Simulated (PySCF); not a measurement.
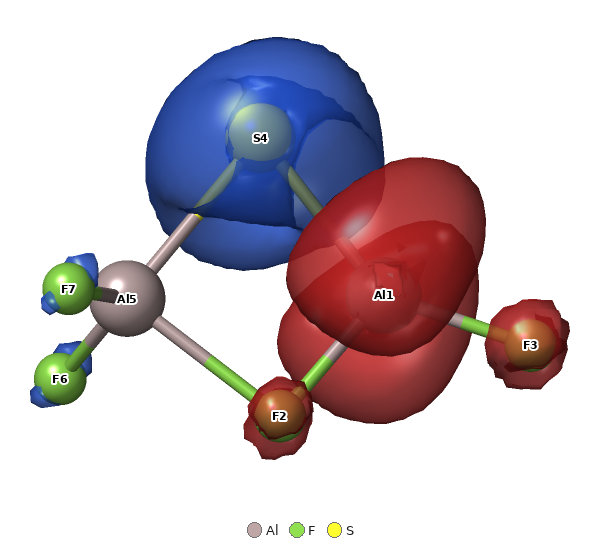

[(F)2Al]2S (Al$_{2}$F$_{4}$S). Unrelaxed difference density of S₂ less the ground state (TDA singlet states), ±0.02 e/Å³; red: gain, blue: loss.

PySCF calculation, CAM-B3LYP/def2-SVPD, gas phase; geometry: GFN2-xTB. No frequency check shows the geometry to be a minimum. GFN2-xTB bond lengths at metals and heavier atoms can be off by up to 0.1 Å and shapes distorted, which carries into these values.

Q: How does the charge move on excitation?

A: 0.68 e is displaced in all, of which about 0.6 e passes between atoms: S4 (0.53 e) loses electrons and Al1 (0.47 e) and F3 (0.06 e) gain them. The state: 6.42 eV (193 nm), f = 0.012; the leading pair carries 75 %; hole on S4 (76 %), Al1 (13 %) and Al5 (7 %), electron on Al1 (60 %), S4 (23 %) and F3 (7 %) (shares are of the whole state, not of the leading pair alone); their centroids lie 1.4 Å apart.
